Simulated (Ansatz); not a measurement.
**AlClFH$_{2}$N: density, localisation and related maps**

| atom | x (Å) | y (Å) | z (Å) |
| --- | --- | --- | --- |
| Al | -0.0685 | 0.0287 | -0.0045 |
| Cl | -0.0127 | -0.3823 | 2.0410 |
| F | 1.3507 | 0.3920 | -0.7806 |
| N | -1.5736 | -0.0049 | -0.8979 |
| H | -2.4778 | -0.2169 | -0.4932 |
| H | -1.6606 | 0.1834 | -1.8897 |

Level of theory: Ansatz 0.2.0, RKS PBE0/def2-SVP.

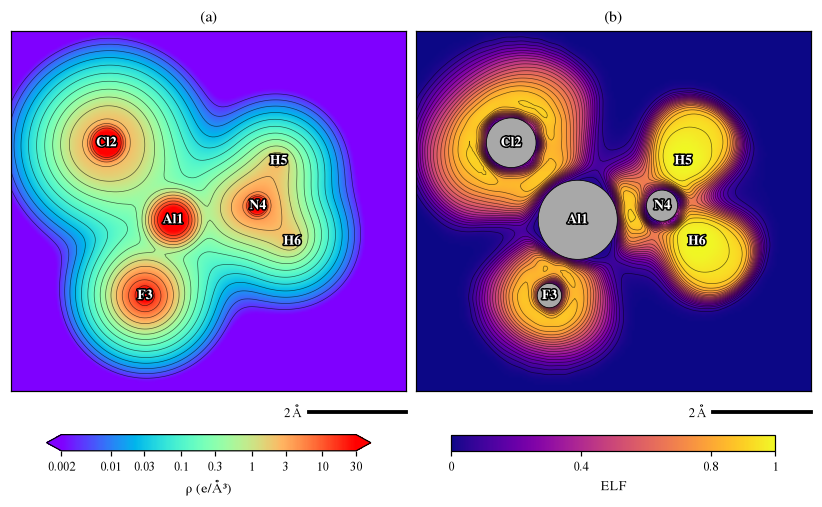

Figure 1. (a) electron density; (b) ELF on the molecular plane. Grey discs cover the atomic cores in the ELF map.

What does the map show?

- The plane passes through Al, Cl, F, N and H nuclei.
- Al–F (1.66 Å): ρ at the midpoint is about 0.81 e/Å³; the ELF peaks at about 0.85 in the valence shell of F, 0.6 Å from its nucleus, and is about 0.30 at the midpoint.
- Al–N (1.75 Å): ρ is about 0.87 e/Å³ halfway; the ELF peaks at about 0.90 in the valence shell of N, 0.7 Å from its nucleus, and is about 0.60 at the midpoint.
- Al–Cl (2.09 Å): ρ is about 0.72 e/Å³ halfway; the ELF peaks at about 0.90 in the valence shell of Cl, 1.0 Å from its nucleus, and is about 0.80 at the midpoint.
- N–H (1.01 Å): ρ at the midpoint is about 2.8 e/Å³; the ELF climbs to about 1 towards the hydrogen, as it does in any bond to H; an ordinary covalent bond to hydrogen.
- The ELF also peaks beside F3 and Cl2, away from the bonds: lone-pair regions.

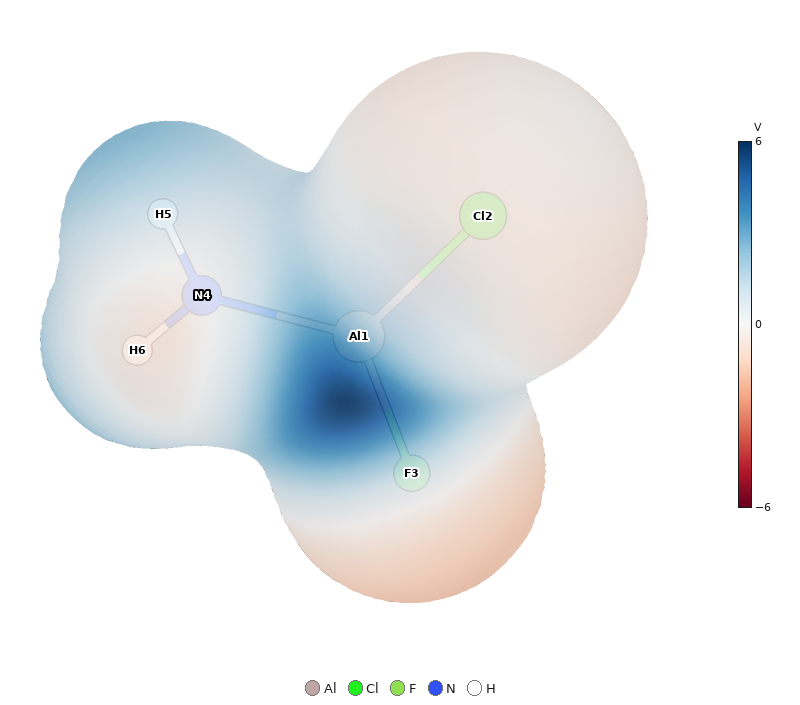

Figure 2. The molecular electrostatic potential painted on the density surface at 0.004 e/bohr³, seen at a tilt; the colour scale runs from red (negative) to blue (positive).

Describe the electrostatic potential map.

The most negative region (about −1.5 V) lies over F3, the most positive (about +5.6 V) over Al1.

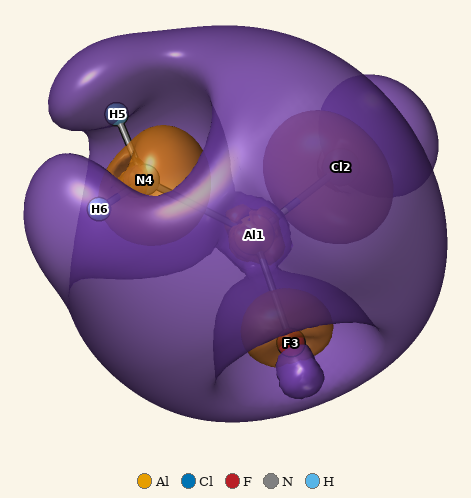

Figure 3. The LUMO at ±0.06 Å⁻³ᐟ² (orange and purple are the two phases), seen at a tilt.

Describe this orbital and give its energy.

It lies mainly on Al1 (about 60 %), Cl2 (about 15 %), N4 (about 10 %) and F3 (about 10 %); it is symmetric in the molecular plane (an in-plane orbital: σ, lone-pair or in-plane π type). Its energy is −0.41 eV.
